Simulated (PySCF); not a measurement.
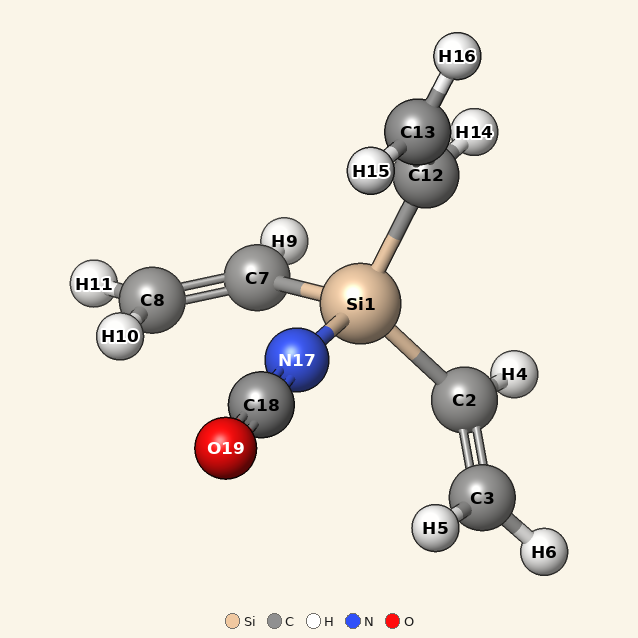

The geometry was computed by an optimisation with PBE0-D3(BJ)/def2-SVP. No frequency run is at hand to confirm it as a minimum. Level of theory: delta-SCF UKS SCAN, pcX-2 on the ionised atom (unc-x2c-TZVPall on a metal), pcseg-1 elsewhere, spin-free X2C (PySCF 2.14.0).

Give the core-electron binding energies (to vacuum; p and d levels without spin–orbit splitting) of Si1 1s, Si1 2p, C2 1s, C3 1s, N17 1s, C18 1s, O19 1s.

```json
{"atom": "Si1", "level": "1s", "binding energy (eV)": "1847.0"}
{"atom": "Si1", "level": "2p", "binding energy (eV)": "107.2"}
{"atom": "C2", "level": "1s", "binding energy (eV)": "290.0"}
{"atom": "C3", "level": "1s", "binding energy (eV)": "290.4"}
{"atom": "N17", "level": "1s", "binding energy (eV)": "405.3"}
{"atom": "C18", "level": "1s", "binding energy (eV)": "294.7"}
{"atom": "O19", "level": "1s", "binding energy (eV)": "539.1"}
```
